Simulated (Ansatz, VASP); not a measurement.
**Cross-check of HfGe between VASP and Ansatz**

One calculation is typed for both programs; each brings its own data sets and cutoff. How far apart do they land? The cell is generated by rule, not measured, and may not be a known phase. The cell comes out of the VASP series on this material, whose earlier steps may have relaxed, scaled or displaced it; both programs get it as it stands.

Main program and level: Ansatz 0.2.0; plane waves, with VASP 6.6.1 beside it; single point at B3LYP with D4.

### Step 1. The starting structure

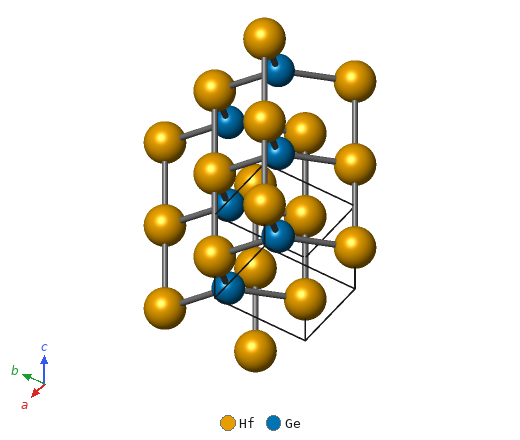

The starting structure, seen from a free direction (hafnium orange, germanium blue). 2×1×3 cells are drawn. Some periodic images of atoms are drawn too.

### Step 2. Ansatz: single point, B3LYP with D4

Ansatz runs on its default PAW (the set named soft_2) files.

With cell and atoms fixed, the geometry can't cause a difference; cores, projectors, grids and the points listed under the comparison can.

Input file input.yaml:

```yaml
crystal:
  lattice:
    - [4.5074885916, 1.1e-09, 0.0]
    - [-2.2537442892, 3.9035996155, 0.0]
    - [0.0, 0.0, 2.8525744466]
  atoms:
    - { symbol: Hf, position: [0.0, 0.0, 0.5], spin: 0.5 }
    - { symbol: Ge, position: [0.33333333, 0.66666667, 0.5] }
hamiltonian:
  xc: b3lyp
  pseudopotentials: { kind: paw }
  dispersion: d4
magnetization:
  spin_polarized: true
kpoints:
  mp_grid: { grid: [4, 4, 5] }
scf:
  occupations: { method: fermi_dirac, width: 0.05 }
  n_extra_bands: 4
output:
  forces: true
  stress: true
  eigenvalues: true
  write_density: true
  write_potential: true
  elf: true
  volumetric_format: npy
```

The run is started by

```bash
$ ansatz run input.yaml --threads 4 --pin off --max-ram 9216MiB --backend cpu --events-out ev --progress --plain --runs-dir out
```

Numbers of over 12 decimals in the logs are rounded to 6 here.

The log of the run:

```text
Warning: the atoms were moved onto the symmetric positions of the space group found under crystal.symmetry.tolerance 1.0e-5 (fractional; no operation is sought that the atoms, as they stand in a round, miss by more than twice it, and no atom is moved by as much as it), and the run uses the moved positions. Before a round's move an operation carried an atom to 2.25e-8 Å from where it should land, the largest such dist [...]
Warning: the band count 24 (scf.n_extra_bands) hosts the net moment |M| = 0.5000 μB (N_el = 40) but caps the reachable moment at 2·n_bands − N_el = 8.0000 μB, below the 25 bands that the automatic rule leaves for it — a moment growing past the seed, or the majority channel's smearing tail, pins there with fewer empty majority states than that count leaves; raise or omit scf.n_extra_bands unless the cap is intended
Warning: output.stress: scf.convergence.dr2_threshold = 1e-7 eV (the SCF's general default) is looser than the 2e-10 eV advised for a printed stress (1e-10 eV for each atom of the cell: 2). What an SCF threshold leaves in a stress goes as its square root, and in the free energy as the threshold itself, and one threshold admits the most on a small cell: [figures from the program's tests cut] Set scf.convergence.dr2_threshold to 2e-10 eV or tighter. The threshold is an SCF's pass mark: one that does not reach it within its budget of iterations ends unconverged, or closes short of it on a stop that the run arms, and scf.convergence.dr2_threshold's page says what that costs each kind of run
Warning: output.stress: scf.exx.energy_threshold = 1e-6 eV is looser than the 2e-8 eV advised for a stress under a hybrid functional (1e-8 eV for each atom of the cell: 2). Every SCF of the exchange loop can meet its threshold on dr2 while the loop round them stops early: no threshold on dr2 bounds what that leaves in the stress. Set scf.exx.energy_threshold to 2e-8 eV or tighter. The threshold is the loop's pass mark: a loop that does not reach it within its budget of cycles ends unconverged, and scf.exx.energy_threshold's page has the law
scf.n_extra_bands = 4 over 20 filled bands (N_el = 40.0): the run solves 24 bands
Engine: ansatz 0.2.0, aarch64-unknown-linux-gnu
Pseudopotentials: kind: paw
Pseudopotential: Hf, paw, valence charge 26, recommended cutoff 420 eV (normal), Hf.paw.azcp
Pseudopotential: Ge, paw, valence charge 14, recommended cutoff 420 eV (normal), Ge.paw.azcp
Functional definition: B3LYP
  parameter a0 = 0.2
  parameter ax = 0.72
  parameter ac = 0.81
  exchange = (1 - a0 - ax)*slater_x + ax*b88_x + a0*exact_x
  correlation = (1 - ac)*vwn_rpa_c + ac*lyp_c
Crystal: 2 atoms, lattice volume = 50.192 Å³
Basis set: ecut = 420 eV, 963 PW (Γ), exchange–correlation on 64×64×40 points (8 copies of the dense FFT grid, shifted against one another)
Bands: 24, of which v1, the nominal top of the filled ones, is band 20 counted from 1 (19 counted from 0)
Symmetry: 12 space group operations
Space group: P-6m2 (ITA 187), of the structure as read, at distance tolerance 3.7e-5 Å
Magnetic group: BNS 187.209 (UNI 1439), of the structure as read, at distance tolerance 3.7e-5 Å
k-points: 12 of 80 (time reversal used)
Non-local potential: Hf, projectors of the file, l = 0: 3, l = 1: 2, l = 2: 2, l = 3: 3
Non-local potential: Ge, projectors of the file, l = 0: 2, l = 1: 2, l = 2: 3, l = 3: 1
PAW form: soft (Blöchl's): semilocal exchange-correlation on the pseudo side does not see the compensation charge
PAW frozen core: Hf, regenerated for the run's functional, and the local potential with it (the file was generated under x = pbe(κ = 0.804, μ = 0.219515), c = pbe(β = 0.066725))
PAW frozen core: Ge, regenerated for the run's functional, and the local potential with it (the file was generated under x = pbe(κ = 0.804, μ = 0.219515), c = pbe(β = 0.066725))
PAW one-centre angular grid: Hf, 590 points (default); XC on 64 Gauss nodes
PAW one-centre angular grid: Ge, 590 points (default); XC on 64 Gauss nodes
Initial density: superposition of atomic densities (chi_scale 0.1, normalization cell)
Starting moments: Σ|m| = 0.5 μB on 1 of 2 sites
Initial wavefunctions: pseudopotential atomic-orbital guess
Functional: x = 0.1 slater + 0.9 b88, c = 0.19 vwn_rpa + 0.81 lyp, warm-up for x = 0.08 slater + 0.72 b88 + 0.2 exact, c = 0.19 vwn_rpa + 0.81 lyp
iter 1 solved again at ethr=2.21e-3 eV; its pass at ethr=1.00e-1 eV (dr2=8.82e-1 eV) is discarded
SCF iter   1: F=—  HF=-20037.889698 eV  |F-HF|=—  |Δ(HF+E_count)|=         —  Δρ=3.32e-2 (↑3.32e-2 ↓2.56e-2)  dr2=8.97e-1  dr2_m=2.15e-1  M=0.081 μB ∫|m|=0.093 μB  β_m=0.30  ethr=2.21e-3  ⟨swp⟩=5.9  Hψ=2852  notcnv=0
preconditioner: auto → none  [metal: Δε(μ)=0.078 eV  Ē_g=18.577 eV  σ=0.050 eV  W_gap=0.37  n_scr=8 (ndim 8)  ℏωp=32.3 eV  f_vac=0.046  D(μ)=1.76/eV (n_scr^D=8)  sad-step TF]
SCF iter   2: F=—  HF=-20037.832839 eV  |F-HF|=—  |Δ(HF+E_count)|=   5.69e-2  Δρ=2.45e-2 (↑2.45e-2 ↓1.95e-2)  dr2=6.01e-1  dr2_m=1.07e-1  M=0.078 μB ∫|m|=0.088 μB  β_m=0.30  ethr=2.21e-3  ⟨swp⟩=2.0  Hψ=1152  notcnv=0
iter 3 solved again at ethr=5.98e-5 eV; its pass at ethr=1.50e-3 eV (dr2=2.39e-2 eV) is discarded
[...]
SCF 3 stopped early in 4 iterations: F = -20037.214942 eV  dr2 = 4.25e-4
hybrid outer 2: dexx = +7.275e-3 eV, tail = 6.75e-3 eV, Δε = 5.20e-1 eV (about 9.13e-2 eV left of the loop's levels)
Frozen-core exchange: fock
[...]
preconditioner: auto → none  [insulator: Δε(μ)=1.092 eV  Ē_g=21.775 eV  σ=0.050 eV  W_gap=1.00  n_scr=8 (ndim 8)  ℏωp=32.3 eV  f_vac=0.106  D(μ)=0.00/eV (n_scr^D=0)]
[...]
SCF iter   3: F=—  HF=-20037.215366 eV  |F-HF|=—  |Δ(HF+E_count)|=   1.43e-6  Δρ=2.90e-5 (↑2.90e-5 ↓2.26e-5)  dr2=3.38e-5  dr2_m=2.15e-7  M=0.000 μB ∫|m|=0.005 μB  β_m=0.52  ethr=1.16e-8  ⟨swp⟩=3.7  Hψ=1214  notcnv=0
SCF iter   4: F=—  HF=-20037.215613 eV  |F-HF|=—  |Δ(HF+E_count)|=   2.47e-4  Δρ=6.21e-5 (↑6.21e-5 ↓5.78e-5)  dr2=6.81e-6  dr2_m=7.60e-7  M=0.000 μB ∫|m|=0.003 μB  β_m=0.52  ethr=2.98e-9  ⟨swp⟩=4.8  Hψ=1688  notcnv=0
SCF iter   5: F=—  HF=-20037.215613 eV  |F-HF|=—  |Δ(HF+E_count)|=   1.12e-7  Δρ=9.45e-6 (↑9.17e-6 ↓9.45e-6)  dr2=4.05e-6  dr2_m=1.58e-8  M=0.000 μB ∫|m|=0.003 μB  β_m=0.70  ethr=2.98e-9  ⟨swp⟩=3.2  Hψ=1162  notcnv=0
SCF iter   6: F=—  HF=-20037.215626 eV  |F-HF|=—  |Δ(HF+E_count)|=   1.33e-5  Δρ=2.73e-5 (↑2.73e-5 ↓2.16e-5)  dr2=1.13e-6  dr2_m=1.47e-7  M=0.000 μB ∫|m|=0.001 μB  β_m=0.70  ethr=1.33e-10  ⟨swp⟩=5.0  Hψ=2061  notcnv=0
SCF iter   7: F=—  HF=-20037.215627 eV  |F-HF|=—  |Δ(HF+E_count)|=   3.98e-8  Δρ=1.86e-6 (↑1.55e-6 ↓1.86e-6)  dr2=6.79e-7  dr2_m=1.27e-9  M=0.000 μB ∫|m|=0.001 μB  β_m=0.82  ethr=1.33e-10  ⟨swp⟩=4.1  Hψ=1326  notcnv=0
Mixer restart at iter 7: flushing history
SCF iter   8: F=-20037.215629 eV  HF=-20037.215629 eV  |F-HF|=1.30e-9  |Δ(HF+E_count)|=   2.18e-6  Δρ=1.23e-5 (↑1.23e-5 ↓8.16e-6)  dr2=1.96e-7  dr2_m=3.01e-8  M=0.000 μB ∫|m|=0.001 μB  ethr=1.13e-12 (applied; sched 1.00e-12)  ⟨swp⟩=6.2  Hψ=2382  notcnv=0
SCF 4 stopped early in 8 iterations: F = -20037.215629 eV  dr2 = 1.96e-7
hybrid outer 3: dexx = +1.483e-4 eV, tail = 2.77e-6 eV, Δε = 2.92e-2 eV (about 2.53e-3 eV left of the loop's levels)
Frozen-core exchange: fock
SCF iter   1: F=—  HF=-20037.215630 eV  |F-HF|=—  |Δ(HF+E_count)|=         —  Δρ=6.74e-6 (↑6.74e-6 ↓5.70e-6)  dr2=3.37e-8  dr2_m=1.21e-8  M=0.000 μB ∫|m|=0.000 μB  β_m=0.30  ethr=3.46e-8  ⟨swp⟩=3.3  Hψ=1190  notcnv=0
preconditioner: auto → none  [insulator: Δε(μ)=1.110 eV  Ē_g=21.775 eV  σ=0.050 eV  W_gap=1.00  n_scr=8 (ndim 8)  ℏωp=32.3 eV  f_vac=0.108  D(μ)=0.00/eV (n_scr^D=0)]
SCF iter   2: F=—  HF=-20037.215630 eV  |F-HF|=—  |Δ(HF+E_count)|=   8.54e-8  Δρ=7.07e-6 (↑7.07e-6 ↓5.66e-6)  dr2=1.66e-8  dr2_m=1.35e-8  M=0.000 μB ∫|m|=0.000 μB  β_m=0.54  ethr=3.62e-11  ⟨swp⟩=4.6  Hψ=1619  notcnv=0
SCF iter   3: F=-20037.215630 eV  HF=-20037.215630 eV  |F-HF|=3.82e-9  |Δ(HF+E_count)|=   3.50e-8  Δρ=3.21e-6 (↑3.21e-6 ↓2.46e-6)  dr2=1.22e-9  dr2_m=3.46e-9  M=0.000 μB ∫|m|=0.000 μB  ethr=3.14e-11  ⟨swp⟩=4.5  Hψ=1251  notcnv=0  defer=1
SCF 5 converged in 3 iterations: F = -20037.215630 eV  dr2 = 1.22e-9
  Residual-converged pass: ⟨swp⟩=3.0  Hψ=1235  notcnv=0  max |occ|·‖R‖ = 2.3e-6 eV (tolerance 2.4e-6 eV)  dr2=1.20e-9  dr2_m=3.48e-9  dr2_onsite=3.85e-10  max |Δocc| = 3.2e-14
hybrid outer 4: dexx = +1.750e-7 eV, tail = 1.26e-8 eV, Δε = 7.65e-4 eV (about 1.27e-4 eV left of the loop's levels)
WARN: the starting moments were not kept: the SCF closed with an absolute magnetisation of 7.8e-5 μB, where they sum to 0.5 μB in size (1 site). That is at most 0.1 of that sum. Measured as dr2_m measures the in/out step, that magnetisation stands 5.1e-10 eV from none, at or under the dr2_threshold of 1.0e-7 eV: it is no larger than a step whose dr2_m would equal this threshold. The system may hold no moment; this SC [...]
this state was not tested for a lower state beside it, because the functional holds exact exchange (a hybrid, or Hartree-Fock), whose exchange loop this test does not read (fock_operator); the stability check (scf.self_checks: high) cannot read this state: a pseudopotential is PAW: the check reads norm-conserving sets alone
hybrid SCF converged: 4 outer / 22 inner (+18 warm-up), last move |dexx| = 1.75e-7 eV, tail = 1.26e-8 eV
Magnetization: 0.0000 μB (20.0000 up, 20.0000 down)
Absolute magnetization: 0.0001 μB (∫|ρ↑−ρ↓|, with the PAW one-centre terms)
Spin contamination: 0.0000 ħ² per cell (⟨S²⟩ above its minimum at these occupations)
Per-site moments (μB) at R_I (Å): [(1.0125158212470528e-5, 1.073490), (-2.0238977763982493e-5, 1.073490)]
Free energy (F): -20037.215630 eV
Frozen-core exchange: fock
Harris-Foulkes:  -20037.215630 eV  (|F-HF|=3.82e-9)
Internal energy: -20037.215624 eV  (E = F + TS)
E sigma→0 (E₀):  -20037.215627 eV
Entropy (-TS):   -0.000006 eV (-0.003 meV/atom)
Fermi energy:    12.456173 eV
--- Per-component energies (eV) ---
  E_band       = -348.698005
  E_kinetic    = 536.472509
  E_local      = -8859.020503  (includes V_loc(G=0)·N_el)
  E_nonlocal   = -840.382583
  E_hartree    = 4059.639408
  E_xc         = -306.293585
  E_vxc        = -267.311793  (∫ρ·V_xc dr)
  E_exx        = -148.415343  (= α·E_x^exact, valence–valence)
  E_paw        = -8879.747050  (= ΣΔE_a)
  E_vpaw       = 1259.095409  (= ΣTr[D̂ρ^β])
  E_aug_tail   = 0.000315  (compensation charges beyond the density's cutoff)
  E_ewald      = -5599.774121
  E_disp       = -0.726651  (pairwise vdW)
  E_core_change = 1.031981  (= ΣΔE_core)
  E_smearing   = -0.000006  (= −TS)
  E_closure    = -0.000001  (closes the sum)
  Σ components = -20037.215630   (vs F -20037.215630, Δ=3.64e-12)
--- Forces (eV/Å), atoms counted from 1 ---
  atom   1  Hf     0.00000000     0.00000000     0.00000000
  atom   2  Ge     0.00000000    -0.00000000     0.00000000
  max |Σ_I F_I| component: 7.40e-17 eV/Å
--- Stress (GPa, compression-positive) ---
        7.632272       0.000000       0.000000
        0.000000       7.632272       0.000000
        0.000000       0.000000      10.762499
  P = ⅓ Tr σ = 8.6757 GPa (86.757 kbar)
--- Band table (eV; the first three rows and the last of 24) ---
  k-point 0 ↑: bands = [... 16 lower, 0.7106, 8.9417, 8.9417, 9.5341, 15.3259, 17.4229, 17.4229, 18.1443]
  k-point 1 ↑: bands = [... 16 lower, 1.4819, 9.4802, 9.4802, 11.2243, 15.0907, 15.0907, 15.3959, 16.9932]
  k-point 2 ↑: bands = [... 16 lower, 3.4348, 9.3087, 10.6682, 10.6682, 13.1023, 13.1023, 17.5994, 18.5956]
  k-point 11 ↓: bands = [... 16 lower, 4.3075, 8.9895, 10.0571, 11.1618, 13.3462, 14.6276, 15.0524, 16.5405]
```

Wall time 29 s (4 threads of Arm Neoverse V1, shared host); peak memory 0.98 GiB; 1.7 min of CPU time.

In the SCF lines HF is the Harris–Foulkes energy and dr2 the Hartree energy of the density residual, in eV; the loop may stop once dr2 is under the threshold and the program's other checks hold. Hψ counts applications of the Hamiltonian.

The run ends at a pressure of 8.68 GPa.

(Continued in part 2 of 2.)

[Lines on the potential files, build, host, timing and source positions are cut from VASP's logs without a mark.]

[Logs are printed without paths, hosts, clocks, repeated set-up lines and the standing remarks that a program may print on its own settings, such as how far it seeks lower states.]

[Hosts, paths, dates, database ids (printed as entryN), source tags and the programs' standing remarks are cut or masked in the printed files.]
